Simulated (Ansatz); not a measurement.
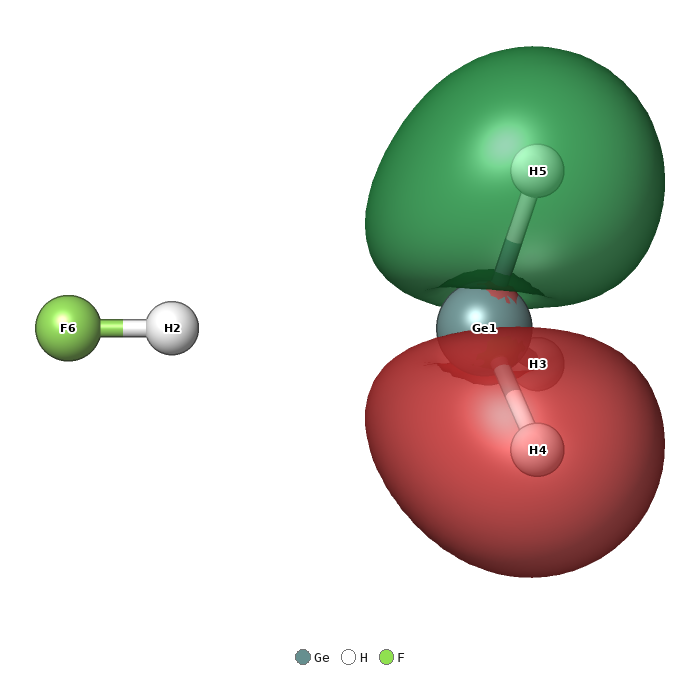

GeH$_{3}$···HF (doublet). The HOMO (β) at ±0.1 Å⁻³ᐟ² (green and red are the two phases), seen from one side.

The calculation used Ansatz 0.2.0, UHF/def2-mTZVP.

Input

```
crystal:
  periodic: [false, false, false]
  atoms:
    - { symbol: Ge, position_ang: [0.0, 0.0, 0.0] }
    - { symbol: H, position_ang: [0.0, 0.0, 1.8] }
    - { symbol: H, position_ang: [1.4616, 0.0, -0.5162] }
    - { symbol: H, position_ang: [-0.73, 1.2648, -0.5162] }
    - { symbol: H, position_ang: [-0.73, -1.2648, -0.5162] }
    - { symbol: F, position_ang: [0.0, 0.0, 3.02] }
magnetization:
  spin_polarized: true
  initial_magnetization: 1
basis:
  gaussian: { orbitals: def2-mTZVP }
hamiltonian:
  xc: hf
relax:
  f_tol: 0.15
  max_steps: 25
  restrain:
    - { distance: [1, 5], at: 0.92, k: 30.0 }
    - { distance: [0, 1], at: 2.75, k: 30.0 }
output:
  orbitals: {}
```

Command:

```sh
ansatz run input.yaml --threads 1 --pin off --max-ram 2048MiB --backend cpu --events-out ev --progress --plain --runs-dir out
```

The fields are those of the run's last geometry, not of the input's.

### Describe this orbital and give its energy.

It lies mainly on Ge1 (about 45 %), H4 (about 25 %) and H5 (about 25 %). It is one of a degenerate set, so its orientation is arbitrary. Its energy is −13.36 eV.
